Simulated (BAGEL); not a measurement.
**A workflow on Si2H2OF2 (SMILES F[Si]1(F)O[SiH2]1)**

We compute a single-point energy (HF/def2-SVP), then a single-point energy (NEVPT2(2,2)/def2-SVP), then the energy (CASPT2(2,2)/def2-SVP) of Si2H2OF2. 

The calculation is run with BAGEL 1.2.2.

### Step 1. The molecule

The species is Si2H2OF2 (7 atoms), meant as a singlet with charge 0. SMILES: `F[Si]1(F)O[SiH2]1`. One bond was lengthened or shortened from a relaxed shape.

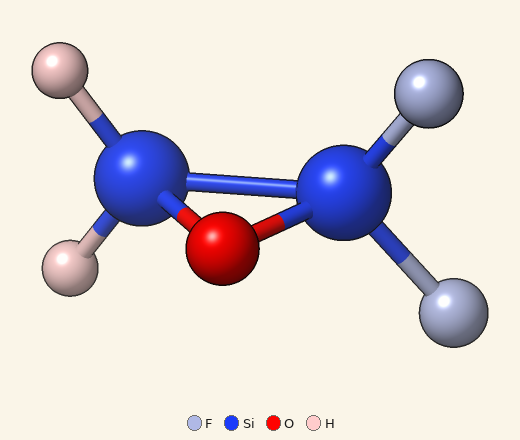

Viewed from a chosen angle; fluorine light blue, silicon blue, oxygen red, hydrogen pink.

### Step 2. The energy at HF/def2-SVP (density fitting with svp-jkfit) (run 1)

The input, hf.json:

```json
{ "bagel": [

{
  "title": "molecule",
  "basis": "svp",
  "df_basis": "svp-jkfit",
  "angstrom": true,
  "geometry": [
    { "atom": "F", "xyz": [    0.482135,   -1.700001,    1.905820 ] },
    { "atom": "Si", "xyz": [    0.037900,   -1.026000,    0.280100 ] },
    { "atom": "F", "xyz": [   -0.194200,   -2.288000,   -0.639100 ] },
    { "atom": "O", "xyz": [    1.103500,    0.077900,   -0.322100 ] },
    { "atom": "Si", "xyz": [   -0.304800,    1.058600,   -0.232800 ] },
    { "atom": "H", "xyz": [   -0.202300,    2.188800,    0.720000 ] },
    { "atom": "H", "xyz": [   -0.802800,    1.532800,   -1.545500 ] }
  ]
},
{ "title": "hf" },
{ "title": "print", "file": "orbitals.molden", "orbitals": true }

]}
```

On the command line:

```sh
$ BAGEL_NUM_THREADS=1 BAGEL hf.json > hf.out
```

Standard output:

```text
* using 1 threads per process

  ===============================================================
  ===============================================================

  *** Geometry ***

  { "atom" : "F", "xyz" : [      0.911103,     -3.212536,      3.601478 ] },
  { "atom" : "Si", "xyz" : [      0.071621,     -1.938859,      0.529312 ] },
  { "atom" : "F", "xyz" : [     -0.366985,     -4.323693,     -1.207724 ] },
  { "atom" : "O", "xyz" : [      2.085313,      0.147210,     -0.608681 ] },
  { "atom" : "Si", "xyz" : [     -0.575989,      2.000464,     -0.439928 ] },
  { "atom" : "H", "xyz" : [     -0.382292,      4.136233,      1.360603 ] },
  { "atom" : "H", "xyz" : [     -1.517072,      2.896572,     -2.920572 ] },

  Number of auxiliary basis functions:      523

  Since a DF basis is specified, we compute 2- and 3-index integrals:
    o Being stored without compression. Storage requirement is 0.032 GB

  Number of basis functions:       88
  Number of electrons      :       56

    * METHOD: MOLECULE                             0.22

  *** RHF ***

  === Nuclear Repulsion ===
   300.7644633838

      * DIIS with orbital gradients will be used.

  === RHF iteration (svp) ===
      0       -852.07896935          0.02472682           0.08
      1       -852.27457152          0.01894473           0.07
      2       -852.46753976          0.00147042           0.07
      3       -852.46966453          0.00082852           0.07
      4       -852.47014469          0.00014659           0.07
      5       -852.47018359          0.00005066           0.07
      6       -852.47018776          0.00002452           0.07
      7       -852.47018864          0.00000721           0.07
      8       -852.47018871          0.00000244           0.07
      9       -852.47018872          0.00000093           0.07
     10       -852.47018872          0.00000045           0.07
     11       -852.47018872          0.00000018           0.07
     12       -852.47018872          0.00000008           0.07
     13       -852.47018872          0.00000003           0.07
     14       -852.47018872          0.00000002           0.07
     15       -852.47018872          0.00000001           0.07
    * SCF iteration converged.

    * Permanent dipole moment:
           (    0.937664,    -1.148338,     0.463216) a.u.

    * METHOD: HF                                   1.32

    * METHOD: PRINT                                0.01

  ===============================================================
```

Wall time 1.7 s (1 thread of Arm Neoverse V2, shared host); peak memory 0.14 GiB.

### Step 3. A single-point energy at NEVPT2(2,2)/def2-SVP (density fitting with svp-jkfit) (run 2)

The input, nevpt2.json:

```json
{ "bagel" : [

{
  "title" : "molecule",
  "basis" : "svp",
  "df_basis" : "svp-jkfit",
  "angstrom" : true,
  "geometry" : [
    { "atom" : "F", "xyz" : [       0.482135,      -1.700001,       1.905820 ] },
    { "atom" : "Si", "xyz" : [       0.037900,      -1.026000,       0.280100 ] },
    { "atom" : "F", "xyz" : [      -0.194200,      -2.288000,      -0.639100 ] },
    { "atom" : "O", "xyz" : [       1.103500,       0.077900,      -0.322100 ] },
    { "atom" : "Si", "xyz" : [      -0.304800,       1.058600,      -0.232800 ] },
    { "atom" : "H", "xyz" : [      -0.202300,       2.188800,       0.720000 ] },
    { "atom" : "H", "xyz" : [      -0.802800,       1.532800,      -1.545500 ] }
  ]
},

{
  "title" : "hf"
},

{
  "title" : "casscf",
  "nstate" : 1,
  "nact" : 2,
  "nclosed" : 27,
  "active" : [15, 30],
  "maxiter" : 200,
  "natocc" : true
},

{
  "title" : "nevpt2",
  "nstate" : 1,
  "nact" : 2,
  "nclosed" : 27,
  "active" : [15, 30],
  "maxiter" : 200,
  "natocc" : true,
  "ncore" : 13
},

{
  "title" : "print",
  "file" : "orbitals.molden",
  "orbitals" : true
}

]}
```

On the command line:

```sh
$ BAGEL_NUM_THREADS=1 BAGEL nevpt2.json > nevpt2.out
```

Standard output:

```text
* using 1 threads per process

  ===============================================================
  ===============================================================

  *** Geometry ***

  { "atom" : "F", "xyz" : [      0.911103,     -3.212536,      3.601478 ] },
  { "atom" : "Si", "xyz" : [      0.071621,     -1.938859,      0.529312 ] },
  { "atom" : "F", "xyz" : [     -0.366985,     -4.323693,     -1.207724 ] },
  { "atom" : "O", "xyz" : [      2.085313,      0.147210,     -0.608681 ] },
  { "atom" : "Si", "xyz" : [     -0.575989,      2.000464,     -0.439928 ] },
  { "atom" : "H", "xyz" : [     -0.382292,      4.136233,      1.360603 ] },
  { "atom" : "H", "xyz" : [     -1.517072,      2.896572,     -2.920572 ] },

  Number of auxiliary basis functions:      523

  Since a DF basis is specified, we compute 2- and 3-index integrals:
    o Being stored without compression. Storage requirement is 0.032 GB

  Number of basis functions:       88
  Number of electrons      :       56

    * METHOD: MOLECULE                             0.22

  *** RHF ***

  === Nuclear Repulsion ===
   300.7644633838

      * DIIS with orbital gradients will be used.

  === RHF iteration (svp) ===
      0       -852.07896935          0.02472682           0.07
      1       -852.27457152          0.01894473           0.07
      2       -852.46753976          0.00147042           0.07
      3       -852.46966453          0.00082852           0.07
      4       -852.47014469          0.00014659           0.07
      5       -852.47018359          0.00005066           0.07
      6       -852.47018776          0.00002452           0.07
      7       -852.47018864          0.00000721           0.07
      8       -852.47018871          0.00000244           0.07
      9       -852.47018872          0.00000093           0.07
     10       -852.47018872          0.00000045           0.07
     11       -852.47018872          0.00000018           0.07
     12       -852.47018872          0.00000008           0.07
     13       -852.47018872          0.00000003           0.07
     14       -852.47018872          0.00000002           0.07
     15       -852.47018872          0.00000001           0.07
    * SCF iteration converged.

    * Permanent dipole moment:
           (    0.937664,    -1.148338,     0.463216) a.u.

    * METHOD: HF                                   1.29

  ---------------------------
      CASSCF calculation
  ---------------------------

    ==== Active orbitals : =====
         Orbital 15
         Orbital 30
    ============================

    * nstate   :      1
    * nclosed  :     27
    * nact     :      2
    * nvirt    :     59
  === CASSCF iteration (svp) ===

    * Using the second-order algorithm

      0  0      -852.47019631     3.88e-06      0.02

      1  0      -852.47045358     7.00e-05      0.23

      2  0      -852.48007184     6.39e-04      0.32

      3  0      -852.48938444     6.91e-04      0.50

      4  0      -852.49172305     4.94e-04      0.49

      5  0      -852.49194771     3.17e-04      0.50

      6  0      -852.49197889     1.69e-04      0.53

      7  0      -852.49198506     8.27e-05      0.56

      8  0      -852.49198640     3.93e-05      0.56

      9  0      -852.49198670     1.85e-05      0.56

     10  0      -852.49198676     8.72e-06      0.55

     11  0      -852.49198678     4.09e-06      0.56

     12  0      -852.49198678     1.92e-06      0.55

     13  0      -852.49198678     9.01e-07      0.56

     14  0      -852.49198678     4.23e-07      0.53

     15  0      -852.49198678     1.99e-07      0.52

     16  0      -852.49198678     9.31e-08      0.49

     17  0      -852.49198678     4.37e-08      0.46

     18  0      -852.49198678     2.05e-08      0.41

     19  0      -852.49198678     9.62e-09      0.40

    * Second-order optimization converged. *

     guess   0:   closed 1.                   open ..

  === FCI iteration ===

      0  0      -852.46959660     1.04e-01      0.00
      1  0      -852.49184029     6.44e-03      0.00
      2  0 *    -852.49198678     5.92e-16      0.00

     * ci vector, state   0, <S^2> = 0.0000
       2.     0.9942291829
       .2    -0.1072768938

    * METHOD: CASSCF                               9.49

    * freezing 13 orbitals

  === DF-NEVPT2 calculation ===

    * 3-index integral transformation done
    * assembly done

      NEVPT2 correlation energy:   -0.7140052796      0.18

          (+0)     -0.6096412144
          (+0)'    -0.0510041436
          (+1)     -0.0133507759
          (+1)'    -0.0000000000
          (+2)     -0.0005827074
          (-1)     -0.0346147943
          (-1)'     0.0000000000
          (-2)     -0.0048116439

      NEVPT2 total energy:       -853.2059920620

    * METHOD: NEVPT2                               0.31

    * METHOD: PRINT                                0.01

  ===============================================================
```

Run time: 12 s. Hardware: 1 thread of Arm Neoverse V2, shared host; peak memory 0.14 GiB.

### Step 4. The energy at CASPT2(2,2)/def2-SVP (density fitting with svp-jkfit) (run 3)

The input, caspt2.json:

```json
{ "bagel": [

{
  "title": "molecule",
  "basis": "svp",
  "df_basis": "svp-jkfit",
  "angstrom": true,
  "geometry": [
    { "atom": "F", "xyz": [    0.482135,   -1.700001,    1.905820 ] },
    { "atom": "Si", "xyz": [    0.037900,   -1.026000,    0.280100 ] },
    { "atom": "F", "xyz": [   -0.194200,   -2.288000,   -0.639100 ] },
    { "atom": "O", "xyz": [    1.103500,    0.077900,   -0.322100 ] },
    { "atom": "Si", "xyz": [   -0.304800,    1.058600,   -0.232800 ] },
    { "atom": "H", "xyz": [   -0.202300,    2.188800,    0.720000 ] },
    { "atom": "H", "xyz": [   -0.802800,    1.532800,   -1.545500 ] }
  ]
},
{ "title": "hf" },
{ "title": "casscf", "nstate": 1, "nact": 2, "nclosed": 27, "active": [15, 30], "maxiter": 200, "natocc": true },
{ "title": "print", "file": "orbitals.molden", "orbitals": true },
{ "title": "smith", "method": "caspt2", "ms": true, "xms": true, "sssr": true, "shift": 0.2, "shift_imag": true, "ncore": 13 }

]}
```

On the command line:

```sh
$ BAGEL_NUM_THREADS=1 BAGEL caspt2.json > caspt2.out
```

Standard output:

```text
* using 1 threads per process

  ===============================================================
  ===============================================================

  *** Geometry ***

  { "atom" : "F", "xyz" : [      0.911103,     -3.212536,      3.601478 ] },
  { "atom" : "Si", "xyz" : [      0.071621,     -1.938859,      0.529312 ] },
  { "atom" : "F", "xyz" : [     -0.366985,     -4.323693,     -1.207724 ] },
  { "atom" : "O", "xyz" : [      2.085313,      0.147210,     -0.608681 ] },
  { "atom" : "Si", "xyz" : [     -0.575989,      2.000464,     -0.439928 ] },
  { "atom" : "H", "xyz" : [     -0.382292,      4.136233,      1.360603 ] },
  { "atom" : "H", "xyz" : [     -1.517072,      2.896572,     -2.920572 ] },

  Number of auxiliary basis functions:      523

  Since a DF basis is specified, we compute 2- and 3-index integrals:
    o Being stored without compression. Storage requirement is 0.032 GB

  Number of basis functions:       88
  Number of electrons      :       56

    * METHOD: MOLECULE                             0.22

  *** RHF ***

  === Nuclear Repulsion ===
   300.7644633838

      * DIIS with orbital gradients will be used.

  === RHF iteration (svp) ===
      0       -852.07896935          0.02472682           0.08
      1       -852.27457152          0.01894473           0.07
      2       -852.46753976          0.00147042           0.07
      3       -852.46966453          0.00082852           0.07
      4       -852.47014469          0.00014659           0.07
      5       -852.47018359          0.00005066           0.07
      6       -852.47018776          0.00002452           0.07
      7       -852.47018864          0.00000721           0.07
      8       -852.47018871          0.00000244           0.07
      9       -852.47018872          0.00000093           0.07
     10       -852.47018872          0.00000045           0.07
     11       -852.47018872          0.00000018           0.07
     12       -852.47018872          0.00000008           0.07
     13       -852.47018872          0.00000003           0.07
     14       -852.47018872          0.00000002           0.07
     15       -852.47018872          0.00000001           0.07
    * SCF iteration converged.

    * Permanent dipole moment:
           (    0.937664,    -1.148338,     0.463216) a.u.

    * METHOD: HF                                   1.33

  ---------------------------
      CASSCF calculation
  ---------------------------

    ==== Active orbitals : =====
         Orbital 15
         Orbital 30
    ============================

    * nstate   :      1
    * nclosed  :     27
    * nact     :      2
    * nvirt    :     59
  === CASSCF iteration (svp) ===

    * Using the second-order algorithm

      0  0      -852.47019631     3.88e-06      0.02

      1  0      -852.47045358     7.00e-05      0.24

      2  0      -852.48007184     6.39e-04      0.33

      3  0      -852.48938444     6.91e-04      0.51

      4  0      -852.49172305     4.94e-04      0.50

      5  0      -852.49194771     3.17e-04      0.51

      6  0      -852.49197889     1.69e-04      0.55

      7  0      -852.49198506     8.27e-05      0.58

      8  0      -852.49198640     3.93e-05      0.57

      9  0      -852.49198670     1.85e-05      0.58

     10  0      -852.49198676     8.72e-06      0.57

     11  0      -852.49198678     4.09e-06      0.58

     12  0      -852.49198678     1.92e-06      0.57

     13  0      -852.49198678     9.01e-07      0.58

     14  0      -852.49198678     4.23e-07      0.54

     15  0      -852.49198678     1.99e-07      0.53

     16  0      -852.49198678     9.31e-08      0.50

     17  0      -852.49198678     4.37e-08      0.47

     18  0      -852.49198678     2.05e-08      0.41

     19  0      -852.49198678     9.62e-09      0.40

    * Second-order optimization converged. *

     guess   0:   closed 1.                   open ..

  === FCI iteration ===

      0  0      -852.46959660     1.04e-01      0.00
      1  0      -852.49184029     6.44e-03      0.00
      2  0 *    -852.49198678     5.92e-16      0.00

     * ci vector, state   0, <S^2> = 0.0000
       2.     0.9942291829
       .2    -0.1072768938

    * METHOD: CASSCF                               9.71

    * METHOD: PRINT                                0.01

  === SMITH program ===

    * freezing 13 orbitals

    * Approximate memory requirement for SMITH calulation per MPI process:
      o Storage requirement for T-amplitude, lambda, and residual is 0.03 GB
      o Storage requirement for MO integrals is 0.01 GB
    * Calculating and saving rdm4f

    * Zeroth order energy : state  0       -1.4862504260

    * CASPT2 iteration is performed using orthogonal basis

      -------------------------------------------  CASPT2 iteration  ---------------------------------------------------
       #      aibj      arbs      arbi      airj      risj      airs      arst      rist         Etot      error   time
      ------------------------------------------------------------------------------------------------------------------

       0  -0.61009  -0.00549  -0.03369  -0.01552  -0.00077  -0.04444  -0.00000  -0.00000   -0.7100000  0.0030082   0.09
       1  -0.61111  -0.00556  -0.03401  -0.01624  -0.00088  -0.04607  -0.00000  -0.00000   -0.7138783  0.0006615   0.08
       2  -0.61126  -0.00557  -0.03389  -0.01632  -0.00090  -0.04623  -0.00000  -0.00000   -0.7141788  0.0001750   0.08
       3  -0.61127  -0.00557  -0.03389  -0.01629  -0.00091  -0.04626   0.00000   0.00000   -0.7141940  0.0000531   0.08
       4  -0.61127  -0.00557  -0.03389  -0.01629  -0.00091  -0.04626   0.00000  -0.00000   -0.7141958  0.0000166   0.08
       5  -0.61127  -0.00557  -0.03389  -0.01629  -0.00091  -0.04626   0.00000   0.00000   -0.7141960  0.0000047   0.08
       6  -0.61127  -0.00557  -0.03389  -0.01629  -0.00091  -0.04625  -0.00000   0.00000   -0.7141960  0.0000015   0.08
       7  -0.61127  -0.00557  -0.03390  -0.01629  -0.00091  -0.04625  -0.00000  -0.00000   -0.7141960  0.0000004   0.09

      ------------------------------------------------------------------------------------------------------------------

    * CASPT2 energy : state  0     -853.2089299647
        w/o shift correction       -853.2061827639
        reference weight              0.8351103440

    * METHOD: SMITH                                0.89

  ===============================================================
```

It took 13 s on 1 thread of Arm Neoverse V2, shared host; peak memory 0.26 GiB.

### Step 5. Summary of results

| quantity | value |
| --- | --- |
| run 1, HF/def2-SVP: total energy | -852.47019 Eh |
| run 1, HF/def2-SVP: dipole moment | 3.95 D |
| run 1, HF/def2-SVP: HOMO energy | -10.92 eV |
| run 1, HF/def2-SVP: LUMO energy | 1.62 eV |
| run 1, HF/def2-SVP: HOMO–LUMO gap | 12.54 eV |
| run 2, NEVPT2(2,2)/def2-SVP: total energy | -853.20599 Eh |
| run 3, CASPT2(2,2)/def2-SVP: total energy | -853.20893 Eh |
